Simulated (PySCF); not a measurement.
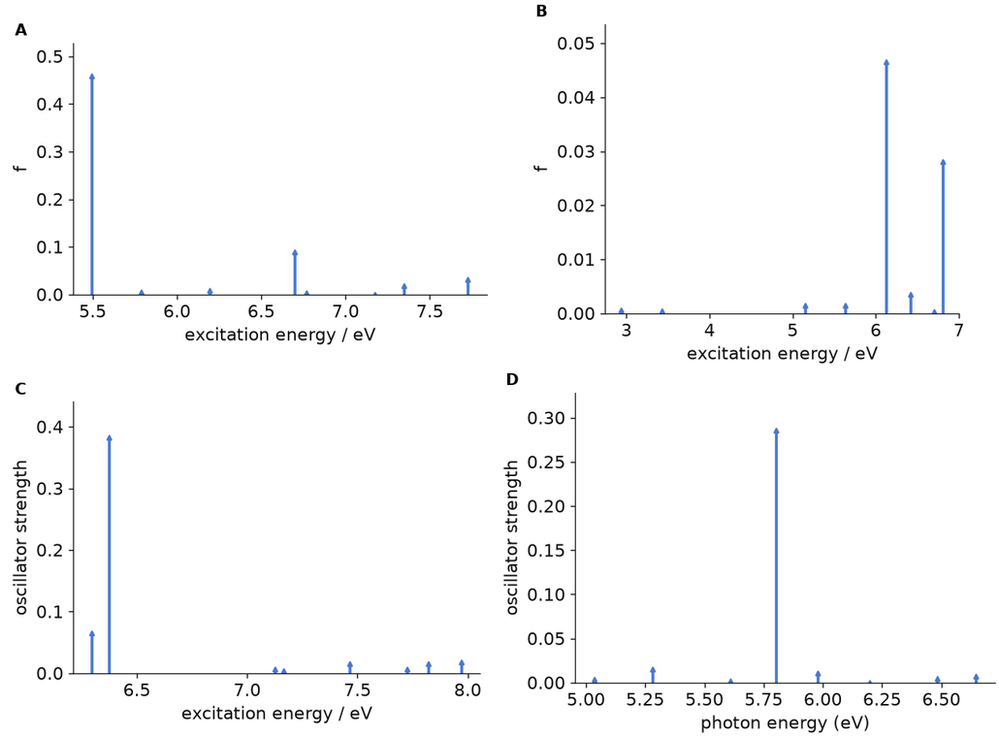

Vertical TDDFT excitations, CAM-B3LYP/def2-SVPD in PySCF, at a GFN2-xTB geometry (no frequency check), gas phase. Each panel shows the lowest singlet states that were computed.

### Which panel belongs to which molecule?
1. C₄H₈BFS, SMILES C=CBS[C@@H](C)F
2. C₅H₅NO₂Si, SMILES N#C[C@H]1CC(=O)[SiH2]C1=O
3. C₃H₈GeS₂, SMILES C=C[S][GeH2][S]C, singlet
4. C₃H₇ClF₂Si₂, SMILES FC[Si@@H](Cl)/C(F)=C/[SiH3]

A: 1 (S1 at 5.50 eV, brightest at 5.50 eV)
B: 2 (S1 at 2.94 eV, brightest at 6.13 eV)
C: 4 (S1 at 6.30 eV, brightest at 6.38 eV)
D: 3 (S1 at 5.04 eV, brightest at 5.80 eV)

Caveats, for all or some of the runs: core orbitals are frozen in the response; one conformer of a flexible molecule; the tight-binding geometry is rougher than a DFT one and adds to the error.
